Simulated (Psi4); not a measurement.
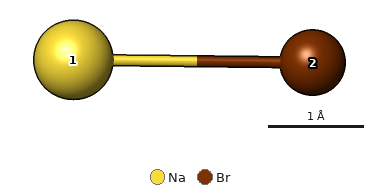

Fig. 1: The input geometry (ball-and-stick view, seen on its broad side; atoms are numbered from 1 in the order of the input). Sticks mark near contacts.

**Geometry relaxation of NaBr (part 1 of 2)**

The run: geometry relaxation of NaBr, SMILES [Na][Br]. Method and program: PBE0/def2-SVP, RKS, dispersion D4 (Psi4 1.11).

The atoms were displaced at random from an optimised geometry.

### Output
```
Psi4 1.11 release

gradient() will perform analytic gradient computation.

   => Loading Basis Set <=

    Name: DEF2-SVP
    Role: ORBITAL
    Keyword: BASIS

   => PBE0-D4(BJ,EEQ)ATM: Empirical Dispersion <=

        a1 =       0.400856
        a2 =       5.029288
       alp =      16.000000
        s6 =       1.000000
        s8 =       1.200655
        s9 =       1.000000
        ga =       3.000000
        gc =       2.000000
        wf =       6.000000

         ---------------------------------------------------------
                                   SCF
                              RKS Reference
                        1 Threads,   1525 MiB Core
         ---------------------------------------------------------

  ==> Geometry <==

    Molecular point group: c1
    Full point group: C_inf_v

    Geometry (in Angstrom), charge = 0, multiplicity = 1:

       Center              X                  Y                   Z               Mass
    ------------   -----------------  -----------------  -----------------  -----------------
         NA           0.000000000000     0.000000000000    -1.958155132329    22.989769282000
         BR           0.000000000000     0.000000000000     0.570431867671    78.918337600000

  Running in c1 symmetry.

  Rotational constants: A = ************  B =      0.14809  C =      0.14809 [cm^-1]
  Rotational constants: A = ************  B =   4439.74054  C =   4439.74054 [MHz]
  Nuclear repulsion =   80.571966124934605

  Charge       = 0
  Multiplicity = 1
  Electrons    = 46
  Nalpha       = 23
  Nbeta        = 23

  ==> Algorithm <==

  SCF Algorithm Type is DF.
  DIIS enabled.
  MOM disabled.
  Fractional occupation disabled.
  Guess Type is SAD.
  Energy threshold   = 1.00e-08
  Density threshold  = 1.00e-08
  Integral threshold = 1.00e-12

  ==> Primary Basis <==

  Basis Set: DEF2-SVP
    Blend: DEF2-SVP
    Number of shells: 19
    Number of basis functions: 47
    Number of Cartesian functions: 51
    Spherical Harmonics?: true
    Max angular momentum: 2

  ==> DFT Potential <==

   => LibXC <=

    Version 7.1.2

   => Composite Functional: PBE0-D4BJEEQATM <=

    PBE0-d4bjeeqatm Hyb-GGA Exchange-Correlation Functional

    Deriv               =              1
    GGA                 =           TRUE
    Meta                =          FALSE

    Exchange Hybrid     =           TRUE
    MP2 Hybrid          =          FALSE

   => Exchange Functionals <=

    0.7500   Perdew, Burke & Ernzerhof

   => Exact (HF) Exchange <=

    0.2500               HF

   => Correlation Functionals <=

    1.0000   Perdew, Burke & Ernzerhof

   => LibXC Density Thresholds  <==

    XC_HYB_GGA_XC_PBEH:  1.00E-15

   => Molecular Quadrature <=

    Radial Scheme          =       TREUTLER
    Pruning Scheme         =           NONE
    Nuclear Scheme         =       TREUTLER

    Blocking Scheme        =         OCTREE
    BS radius alpha        =              1
    Pruning alpha          =              1
    Radial Points          =             75
    Spherical Points       =            302
    Total Points           =          42920
    Total Blocks           =            428
    Max Points             =            256
    Max Functions          =             46
    Weights Tolerance      =       1.00E-15

   => Loading Basis Set <=

    Name: (DEF2-SVP AUX)
    Role: JKFIT
    Keyword: DF_BASIS_SCF

  ==> Integral Setup <==

  DFHelper Memory: AOs need 0.008 GiB; user supplied 1.076 GiB.
  SCF_SUBTYPE=INCORE selected. In-core MEM_DF algorithm will be used.
  Using in-core AOs.

  ==> MemDFJK: Density-Fitted J/K Matrices <==

    J tasked:                   Yes
    K tasked:                   Yes
    wK tasked:                   No
    Memory [MiB]:              1101
    Algorithm:                 Core
    Schwarz Cutoff:           1E-12
    Mask sparsity (%):       1.4486
    Fitting Condition:        1E-10

   => Auxiliary Basis Set <=

  Basis Set: (DEF2-SVP AUX)
    Blend: DEF2-UNIVERSAL-JKFIT
    Number of shells: 94
    Number of basis functions: 378
    Number of Cartesian functions: 508
    Spherical Harmonics?: true
    Max angular momentum: 5

  Cached 100.0% of DFT collocation blocks in 0.042 [GiB].

  Minimum eigenvalue in the overlap matrix is 3.1112710963E-02.
  Reciprocal condition number of the overlap matrix is 1.0322049996E-02.
    Using symmetric orthogonalization.

  ==> Pre-Iterations <==

  SCF Guess: Superposition of Atomic Densities via on-the-fly atomic UHF (no occupation information).

   -------------------------
    Irrep   Nso     Nmo
   -------------------------
     A         47      47
   -------------------------
    Total      47      47
   -------------------------

  ==> Iterations <==

                           Total Energy        Delta E     RMS |[F,P]|

   @DF-RKS iter SAD: -2734.00889680704449   -2.73401e+03   0.00000e+00
   @DF-RKS iter   1: -2735.35095144333536   -1.34205e+00   3.01050e-02 ADIIS/DIIS
   @DF-RKS iter   2: -2734.76906699649908    5.81884e-01   3.60094e-02 ADIIS/DIIS
   @DF-RKS iter   3: -2735.73360199605986   -9.64535e-01   3.96561e-03 ADIIS/DIIS
   @DF-RKS iter   4: -2735.74843036697484   -1.48284e-02   1.27602e-03 ADIIS/DIIS
   @DF-RKS iter   5: -2735.75041711367430   -1.98675e-03   2.18484e-04 ADIIS/DIIS
   @DF-RKS iter   6: -2735.75047755688229   -6.04432e-05   3.80054e-05 DIIS
   @DF-RKS iter   7: -2735.75047998390028   -2.42702e-06   1.28576e-06 DIIS
   @DF-RKS iter   8: -2735.75047998662922   -2.72894e-09   5.80762e-08 DIIS
   @DF-RKS iter   9: -2735.75047998664741   -1.81899e-11   3.68888e-09 DIIS
  Energy and wave function converged.

  ==> Post-Iterations <==

   Electrons on quadrature grid:
      Ntotal   =   46.0000253900 ; deviation = 2.539e-05

    Orbital Energies [Eh]
    ---------------------

    Doubly Occupied:

       1A   -483.082395     2A    -62.515482     3A    -56.303572
       4A    -56.302937     5A    -56.302937     6A    -38.602660
       7A     -8.660039     8A     -6.468051     9A     -6.465416
      10A     -6.465416    11A     -2.554651    12A     -2.553871
      13A     -2.553871    14A     -2.551795    15A     -2.551736
      16A     -2.298921    17A     -1.211965    18A     -1.211965
      19A     -1.210514    20A     -0.666175    21A     -0.239487
      22A     -0.219301    23A     -0.219301

    Virtual:

      24A     -0.062661    25A      0.022776    26A      0.022776
      27A      0.054967    28A      0.086413    29A      0.253507
      30A      0.253508    31A      0.262150    32A      0.262150
      33A      0.331134    34A      0.541558    35A      0.639867
      36A      0.639875    37A      0.641569    38A      0.667097
      39A      0.667097    40A      0.795749    41A      0.795749
      42A      0.804275    43A      3.553687    44A      3.553899
      45A      3.564583    46A      3.591502    47A      3.591502

    Final Occupation by Irrep:
              A
    DOCC [    23 ]
    NA   [    23 ]
    NB   [    23 ]

  @DF-RKS Final Energy: -2735.75047998664741

   => Energetics <=

    Nuclear Repulsion Energy =             80.5719661249346046
    One-Electron Energy =               -3974.5557344198696228
    Two-Electron Energy =                1237.7839554637132551
    DFT Exchange-Correlation Energy =     -79.5500939537475205
    Empirical Dispersion Energy =          -0.0005732016779195
    VV10 Nonlocal Energy =                  0.0000000000000000
    Total Energy =                      -2735.7504799866469511

Computation Completed

Properties will be evaluated at   0.000000,   0.000000,   0.000000 [a0]

Properties computed using the SCF density matrix

 Multipole Moments:

 ------------------------------------------------------------------------------------
     Multipole            Electronic (a.u.)      Nuclear  (a.u.)        Total (a.u.)
 ------------------------------------------------------------------------------------

 L = 1.  Multiply by 2.5417464519 to convert [e a0] to [Debye]
 Dipole X            :         -0.0000000            0.0000000           -0.0000000
 Dipole Y            :          0.0000000            0.0000000            0.0000000
 Dipole Z            :         -0.4557264           -2.9755459           -3.4312723
 Magnitude           :                                                    3.4312723

 ------------------------------------------------------------------------------------

	total time  =          5 seconds =       0.08 minutes

         ------------------------------------------------------------
                                   SCF GRAD
         ------------------------------------------------------------

  ==> Geometry <==

    Molecular point group: c1
    Full point group: C_inf_v

    Geometry (in Angstrom), charge = 0, multiplicity = 1:

       Center              X                  Y                   Z               Mass
    ------------   -----------------  -----------------  -----------------  -----------------
         NA           0.000000000000     0.000000000000    -1.958155132329    22.989769282000
         BR           0.000000000000     0.000000000000     0.570431867671    78.918337600000

  Nuclear repulsion =   80.571966124934605

  ==> Basis Set <==

  Basis Set: DEF2-SVP
    Blend: DEF2-SVP
    Number of shells: 19
    Number of basis functions: 47
    Number of Cartesian functions: 51
    Spherical Harmonics?: true
    Max angular momentum: 2

  ==> DFJKGrad: Density-Fitted SCF Gradients <==

    Gradient:                    1
    J tasked:                  Yes
    K tasked:                  Yes
    wK tasked:                  No
    Integrals threads:           1
    Memory [MiB]:             1144
    Schwarz Cutoff:          1E-12
    Fitting Condition:       1E-10

   => Auxiliary Basis Set <=

  Basis Set: (DEF2-SVP AUX)
    Blend: DEF2-UNIVERSAL-JKFIT
    Number of shells: 94
    Number of basis functions: 378
    Number of Cartesian functions: 508
    Spherical Harmonics?: true
    Max angular momentum: 5

   => Molecular Quadrature <=

    Radial Scheme          =       TREUTLER
    Pruning Scheme         =           NONE
    Nuclear Scheme         =       TREUTLER

    Blocking Scheme        =         OCTREE
    BS radius alpha        =              1
    Pruning alpha          =              1
    Radial Points          =             75
    Spherical Points       =            302
    Total Points           =          42920
    Total Blocks           =            428
    Max Points             =            256
    Max Functions          =             46
    Weights Tolerance      =       1.00E-15

  -Total Gradient:
     Atom            X                  Y                   Z
    ------   -----------------  -----------------  -----------------
       1       -0.000000000000     0.000000000000    -0.003084167788
       2       -0.000000000001    -0.000000000001     0.002956839014

	total time  =          1 seconds =       0.02 minutes

    			-----------------------------------------

    			 OPTKING 3.0: for geometry optimizations

    			        with contributions from

    			-----------------------------------------

	                            ===> Fragment 1 <==

	 Z (Atomic Numbers)          Masses                          Geom
	      11.000000            22.989769          0.00000000  0.00000000 -3.70037691
	      35.000000            78.918338          0.00000000  0.00000000  1.07796000

	 - Coordinate -           - BOHR/RAD -       - ANG/DEG -
	 R(1,2)           =         4.778337           2.528587

	        --- Internal Coordinate Step in ANG or DEG, aJ/ANG or AJ/DEG ---
	-------------------------------------------------------------------------------
	           Coordinate      Previous         Force          Change          New
	           ----------      --------        ------          ------        ------
	               R(1,2)       2.52859       -0.02489       -0.01833       2.51026
	-------------------------------------------------------------------------------

	                                 ==> Convergence Check <==

	Measures of convergence in internal coordinates in au.

	Criteria marked as inactive (o), active & met (*), and active & unmet ( ).

	----------------------------------------------------------------------------------------------~
	   Step    Total Energy     Delta E     Max Force     RMS Force      Max Disp      RMS Disp   ~
	----------------------------------------------------------------------------------------------~
	  Convergence Criteria     1.00e-06 *    3.00e-04 *             o    1.20e-03 *             o~
	----------------------------------------------------------------------------------------------~
	     1   -2735.75047999   -2.74e+03      3.02e-03      3.02e-03 o    3.46e-02      3.46e-02 o  ~
	----------------------------------------------------------------------------------------------

Next Geometry in Ang
	Fragment 1 (Ang)

	   Na   0.0000000000   0.0000000000  -1.9489897671
	   Br   0.0000000000   0.0000000000   0.5612665024

    Structure for next step:
    Molecular point group: c1
    Full point group: C_inf_v

    Geometry (in Angstrom), charge = 0, multiplicity = 1:

    NA
    BR            1          R2

    R2        =    2.5102562695

gradient() will perform analytic gradient computation.

  ==> Geometry <==

    Molecular point group: c1
    Full point group: C_inf_v

    Geometry (in Angstrom), charge = 0, multiplicity = 1:

       Center              X                  Y                   Z               Mass
    ------------   -----------------  -----------------  -----------------  -----------------
         NA           0.000000000000     0.000000000000    -1.943959688809    22.989769282000
         BR           0.000000000000     0.000000000000     0.566296580723    78.918337600000

  Running in c1 symmetry.

  Rotational constants: A = ************  B =      0.15026  C =      0.15026 [cm^-1]
  Rotational constants: A = ************  B =   4504.81822  C =   4504.81822 [MHz]
  Nuclear repulsion =   81.160329557092211

  Charge       = 0
  Multiplicity = 1
  Electrons    = 46
  Nalpha       = 23
  Nbeta        = 23

  ==> Algorithm <==

  SCF Algorithm Type is DF.
  DIIS enabled.
  MOM disabled.
  Fractional occupation disabled.
  Guess Type is READ.
  Energy threshold   = 1.00e-08
  Density threshold  = 1.00e-08
  Integral threshold = 1.00e-12

   => Molecular Quadrature <=

    Radial Scheme          =       TREUTLER
    Pruning Scheme         =           NONE
    Nuclear Scheme         =       TREUTLER

    Blocking Scheme        =         OCTREE
    BS radius alpha        =              1
    Pruning alpha          =              1
    Radial Points          =             75
    Spherical Points       =            302
    Total Points           =          42920
    Total Blocks           =            425
    Max Points             =            256
    Max Functions          =             46
    Weights Tolerance      =       1.00E-15

   => Loading Basis Set <=

    Name: DEF2-SVP
    Role: ORBITAL
    Keyword: BASIS

  Reading orbitals from file scr/output.180.npy, no projection.

   => Auxiliary Basis Set <=

  Basis Set: (DEF2-SVP AUX)
    Blend: DEF2-UNIVERSAL-JKFIT
    Number of shells: 94
    Number of basis functions: 378
    Number of Cartesian functions: 508
    Spherical Harmonics?: true
    Max angular momentum: 5

  Cached 100.0% of DFT collocation blocks in 0.042 [GiB].

  Minimum eigenvalue in the overlap matrix is 3.0658446465E-02.
  Reciprocal condition number of the overlap matrix is 1.0144190086E-02.
    Using symmetric orthogonalization.

  ==> Pre-Iterations <==

  SCF Guess: Orbitals guess was supplied from a previous computation.

   -------------------------------------------------------
    Irrep   Nso     Nmo     Nalpha   Nbeta   Ndocc  Nsocc
   -------------------------------------------------------
     A         47      47      23      23      23       0
   -------------------------------------------------------
    Total      47      47      23      23      23       0
   -------------------------------------------------------

  ==> Iterations <==

                           Total Energy        Delta E     RMS |[F,P]|

   @DF-RKS iter   0: -2735.75241605670999   -2.73575e+03   3.93511e-04
   @DF-RKS iter   1: -2735.75055076686249    1.86529e-03   1.74943e-05 DIIS
   @DF-RKS iter   2: -2735.75055105374486   -2.86882e-07   1.92701e-05 DIIS
   @DF-RKS iter   3: -2735.75055145949455   -4.05750e-07   2.73930e-06 DIIS
   @DF-RKS iter   4: -2735.75055146593104   -6.43649e-09   3.00886e-07 DIIS
   @DF-RKS iter   5: -2735.75055146612112   -1.90084e-10   1.12119e-07 DIIS
   @DF-RKS iter   6: -2735.75055146614477   -2.36469e-11   1.25582e-08 DIIS
   @DF-RKS iter   7: -2735.75055146614432    4.54747e-13   8.88241e-10 DIIS
  Energy and wave function converged.

  ==> Post-Iterations <==

   Electrons on quadrature grid:
      Ntotal   =   46.0000253522 ; deviation = 2.535e-05

    Final Occupation by Irrep:
              A
    DOCC [    23 ]
    NA   [    23 ]
    NB   [    23 ]

  @DF-RKS Final Energy: -2735.75055146614432

   => Energetics <=
```
